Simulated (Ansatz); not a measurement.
**SiH4O (silanol): the energy, rung by rung**

SiH4O: 6 atoms, total charge 0, spin state singlet. As SMILES, `O[SiH3]`. The coordinates come from a PBE0-D4/def2-TZVP relaxation.

| atom | x (Å) | y (Å) | z (Å) |
| --- | --- | --- | --- |
| O | 0.6367 | -1.0303 | 0.4190 |
| Si | -0.0357 | 0.3465 | -0.1870 |
| H | 0.0691 | -1.6292 | 0.9047 |
| H | -1.1283 | 0.0457 | -1.1528 |
| H | 1.0605 | 1.0649 | -0.8756 |
| H | -0.6023 | 1.2024 | 0.8917 |

Each level gives the energy change with the Si2–H5 bond stretched from 1.481 to 1.851 Å (eV). The values are calculated.

| level | kind | program | value (eV) | less FCI/STO-3G |
| --- | --- | --- | --- | --- |
| BLYP/STO-3G (restricted) | GGA | Ansatz | 1.16 | -0.10 |
| revPBE/STO-3G (restricted) | GGA | Ansatz | 1.16 | -0.10 |
| r2SCAN/STO-3G (restricted) | meta-GGA | Ansatz | 1.29 | +0.03 |
| B3LYP/STO-3G (restricted) | global hybrid | Ansatz | 1.29 | +0.03 |
| HSE06/STO-3G (restricted) | range-separated hybrid | Ansatz | 1.33 | +0.07 |
| B2PLYP/STO-3G (restricted) | double hybrid | Ansatz | 1.38 | +0.12 |
| MP2/STO-3G (restricted) | perturbation theory | Ansatz | 1.45 | +0.19 |
| CCSDT(Q)/STO-3G (restricted) | coupled cluster or CI | Ansatz | 1.26 | 0.00 |
| CCSDTQ/STO-3G (restricted) | coupled cluster or CI | Ansatz | 1.26 | 0.00 |
| FCI/STO-3G | exact in the basis | Ansatz | 1.26 | 0.00 |

FCI/STO-3G is exact within its basis and frozen core, so for wave-function methods in that basis the difference is their error; functionals converge differently with the basis, so for them it is only a difference. The first shape isn't each level's own minimum. The values span 1.16 to 1.45 eV. All rows use very small basis sets, so none should be taken for the real molecule's value.

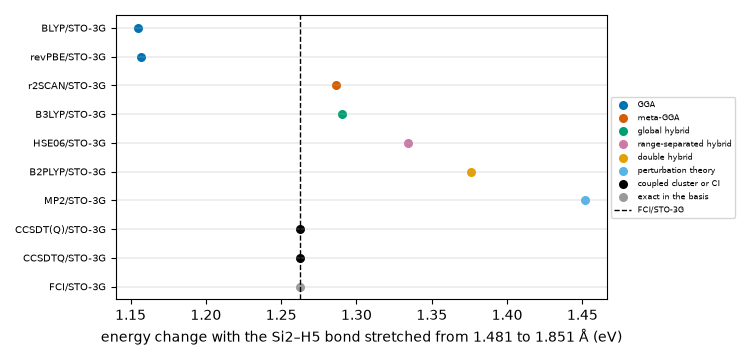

The values of the table, level by level.
